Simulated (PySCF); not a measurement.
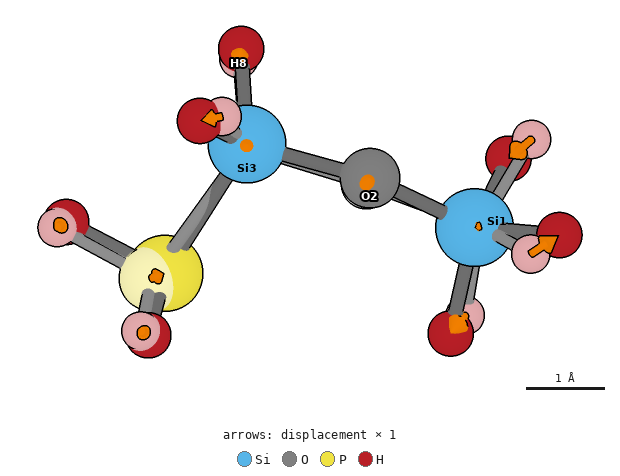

A relaxation of Si2PH7O. The starting structure is drawn faded, the final one solid; orange arrows show the displacements, at their true length. The two geometries are superimposed by the best rigid fit.

A ball-and-stick model, seen face on.

The start comes from GFN2-xTB.

These are results of PBE0-D3(BJ)/def2-SVP geometry optimisation, gas phase (PySCF 2.14.0, density-fitted response routines), not measurements. 

**Atoms of which element are displaced furthest, and by how much?**

Hydrogen: up to 0.56 Å, against 0.33 Å for oxygen.

**What did the optimiser do to the structure, and how much energy did it gain?**

After 10 geometry steps the energy has fallen by 5.36 kcal/mol. The largest force component goes from 1 to 0.0073 eV/Å. An H atom moves most after the best rigid fit: 0.56 Å. Largest moves by element: H 0.56 Å, O 0.33 Å, P 0.24 Å, Si 0.15 Å. Some distances before and after: H–P 1.385 → 1.429 Å, O–Si 1.615 → 1.658 Å, H–Si 1.461 → 1.494 Å, P–Si 2.240 → 2.264 Å. Bond angles that change, for instance: Si–O–Si 160.5° → 143.2°, O–Si–H 103.8° → 108.0°, O–Si–H 106.4° → 110.3°.
